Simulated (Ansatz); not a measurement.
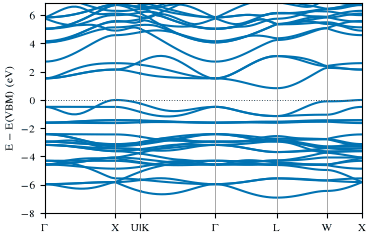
Figure: Band structure from DFT-LDA in the program Ansatz with PAW potentials

**Question.** Read off the gap and where the band edges lie.

**Answer.** About 0.8 eV (0.83 eV by a search for the band edges); maximum at X, minimum at L.

**Question.** Pick the material that matches.
A) Rb2CuBiCl6, Fm-3m (Rb on 8c, Cu on 4b, Bi on 4a, Cl on 24e)
B) CdSe, zinc blende
C) BP, zinc blende
D) Rb2CuSbCl6, Fm-3m (Rb on 8c, Cu on 4b, Sb on 4a, Cl on 24e)

**Answer.** A, Rb2CuBiCl6, Fm-3m (Rb on 8c, Cu on 4b, Bi on 4a, Cl on 24e)

The first step of the workflow began from a Materials Project structure, measured or hypothetical; the Crystallography Open Database copy checked does not list it. Whether it is the stable phase at ambient conditions was not checked. The cell was relaxed with LDA under the symmetry of its start; phonons on a q-mesh show weakly imaginary modes. The run is not spin-polarised. Spin–orbit coupling is left out wherever it is not named.

Potentials: the later of the program's two PAW sets.
